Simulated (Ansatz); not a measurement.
**HSE06/aug-cc-pVTZ run of PH3 (SMILES P)**

Aim: the vertical singlet–triplet gap of PH3 at HSE06/aug-cc-pVTZ, from 2 runs. 

Program for the calculation: Ansatz 0.2.0.

34 further runs of the same task are left out: 34 set aside as unsound or not needed.

**1. The molecule**

PH3: 4 atoms, total charge 0, spin state singlet. As SMILES, `P`. The shape is that of a PBE0-D4/def2-TZVP optimisation.

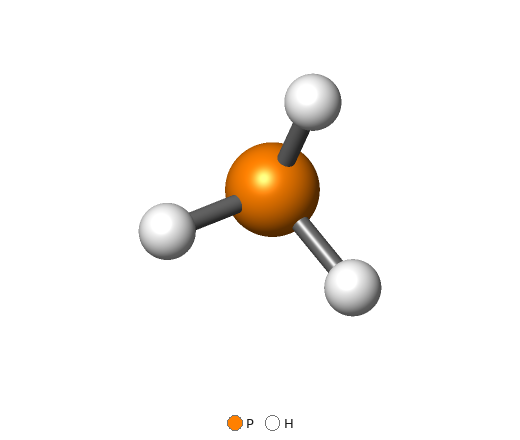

Viewed from a chosen angle; phosphorus orange, hydrogen white.

**2. A single-point energy at HSE06/aug-cc-pVTZ**

in.yaml

```yaml
crystal:
  periodic: [false, false, false]
  atoms:
    - {symbol: P, position_ang: [0.346000, -0.326500, -0.332800]}
    - {symbol: H, position_ang: [0.630900, -0.034000, 1.027000]}
    - {symbol: H, position_ang: [-1.005500, -0.663000, -0.057200]}
    - {symbol: H, position_ang: [0.028700, 1.023500, -0.636900]}
basis:
  gaussian:
    orbitals: aug-cc-pVTZ
hamiltonian:
  xc: {name: HSE06}
accuracy: high
output: {orbitals: {seedname: orbitals}}
```

The run is started by

```sh
$ ansatz run in.yaml --threads 1 --pin off --max-ram 3480MiB --events-out events.jsonl --progress --plain --runs-dir runs
```

Standard output:

```text
Warning: RAYON_NUM_THREADS=1 ignored (pool sized by the plan → 1); use --threads N
Functional definition: HSE06
  name "HSE06"
  parameter a = 0.25
  parameter omega = 0.11/bohr
  exchange = pbe_x - a*pbe_x_sr(omega) + a*exact_x_sr(omega)
  correlation = pbe_c
1842 factors; integrals over basis functions are off by at most 3.1e-9 eV
106 factors; integrals over basis functions are off by at most 1.2e-9 eV
mean field evaluation 1: about -9333.2166 eV, gradient 1.4e1 eV
mean field evaluation 2: about -9333.5559 eV, gradient 1.0e1 eV
mean field evaluation 4: about -9333.8504 eV, gradient 3.4e-1 eV
mean field evaluation 8: about -9333.8507 eV, gradient 3.6e-3 eV
mean field -9333.85074307 eV, -343.0126880964 hartree, gradient 5.0e-8 eV, S^2 0.000000; 0 other end points of the search recorded, 0 dependent functions left out
reference -9333.85074854 eV, -343.0126882977 hartree; 9, 9 occupied and 110, 110 virtual orbitals, 1842 factors
Total energy: -9333.85074854 eV, -343.0126882977 hartree
```

It took 4.2 s on 1 thread of Intel Xeon Platinum 8488C (Sapphire Rapids), shared host; peak memory 0.31 GiB.

**3. The triplet, same level**

run.yaml

```yaml
crystal:
  periodic: [false, false, false]
  atoms:
    - {symbol: P, position_ang: [0.346000, -0.326500, -0.332800]}
    - {symbol: H, position_ang: [0.630900, -0.034000, 1.027000]}
    - {symbol: H, position_ang: [-1.005500, -0.663000, -0.057200]}
    - {symbol: H, position_ang: [0.028700, 1.023500, -0.636900]}
basis:
  gaussian:
    orbitals: aug-cc-pVTZ
total_charge: 0
magnetization:
  spin_polarized: true
  initial_magnetization: 2
hamiltonian:
  xc: {name: HSE06}
accuracy: high
output:
  orbitals: {seedname: orbitals}
```

The run is started by

```sh
$ ansatz run run.yaml --threads 1 --pin off --max-ram 3480MiB --events-out events.jsonl --progress --plain --runs-dir runs
```

Standard output (excerpt; [...] marks lines left out):

```text
Warning: RAYON_NUM_THREADS=1 ignored (pool sized by the plan → 1); use --threads N
Functional definition: HSE06
  name "HSE06"
[...]
1842 factors; integrals over basis functions are off by at most 3.1e-9 eV
106 factors; integrals over basis functions are off by at most 1.2e-9 eV
[...]
mean field -9328.06217602 eV, -342.7999621810 hartree, gradient 4.1e-8 eV, S^2 2.006733; 12 other end points of the search recorded, 0 dependent functions left out
reference -9328.06218155 eV, -342.7999623844 hartree; 10, 8 occupied and 109, 111 virtual orbitals, 1842 factors
Total energy: -9328.06218155 eV, -342.7999623844 hartree
```

Wall time 41 s (1 thread of Intel Xeon Platinum 8488C (Sapphire Rapids), shared host); peak memory 0.43 GiB.

**4. Results**

At HSE06/aug-cc-pVTZ:

| quantity | value |
| --- | --- |
| singlet: total energy | -343.01269 Eh |
| singlet: HOMO energy | -7.48 eV |
| singlet: LUMO energy | -0.44 eV |
| singlet: HOMO–LUMO gap | 7.05 eV |
| triplet: total energy | -342.79996 Eh |
| triplet: HOMO energy (highest over α and β) | -2.07 eV |
| triplet: ⟨S²⟩ | 2.007 |
| vertical energy of the triplet above the singlet | 5.789 eV |

**Reading.** At this shape the triplet lies 5.79 eV (133 kcal/mol) above the singlet.
